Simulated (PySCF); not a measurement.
Mean static polarisability of Cs⁻ ([Xe] 6s²). Finite fields; PySCF, aug-cc-pwCVTZ-X2C plus 1 diffuse shell for each l, spin-free X2C-1e, unrestricted single determinants, no spin-orbit coupling. 46 core electrons frozen.

By method:

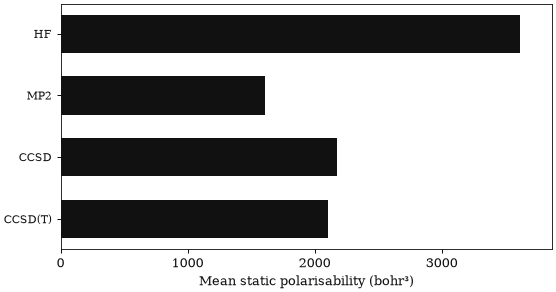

```tsv
Method	Mean static polarisability (bohr³)
HF	3618
MP2	1612
CCSD	2179
CCSD(T)	2102
```

The values run from 1612 bohr³ (MP2) to 3618 bohr³ (HF).
